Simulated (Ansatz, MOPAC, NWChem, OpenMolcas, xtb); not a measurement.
**SiNH4 (SMILES [NH][SiH3]): methods side by side**

SiNH4, doublet, SMILES `[NH][SiH3]`. Each level relaxes the structure for itself.

Each level gives the zero-point energy at each level's own minimum (kJ/mol). The values are calculated.

```tsv
level	kind	program	value (kJ/mol)
PM3	semi-empirical	MOPAC	89.6
PM6-D3	semi-empirical	MOPAC	87.8
PM6-DH2X	semi-empirical	MOPAC	87.5
GFN1-xTB	semi-empirical	xtb	90.7
UHF/3-21G	Hartree–Fock	OpenMolcas	99.4
UHF/6-31G* (spherical functions)	Hartree–Fock	NWChem	102.8
UHF/6-31G* (Cartesian functions)	Hartree–Fock	OpenMolcas	102.9
UB3LYP-D3(BJ)/def2-SVP	global hybrid	NWChem	94.5
UPBE0-D4/def2-TZVP	global hybrid	Ansatz	94.6
```

Harmonic and unscaled. The values span 87.5 to 102.9 kJ/mol.

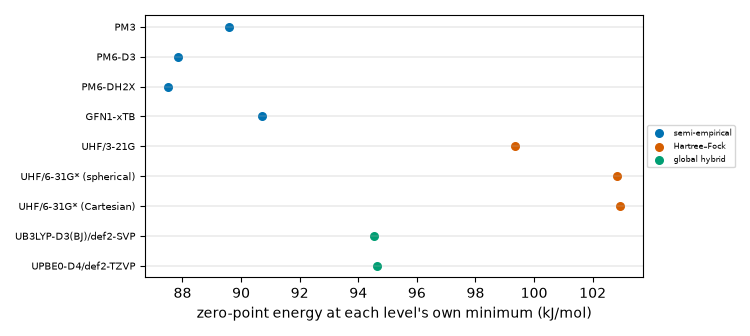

The values of the table, level by level.
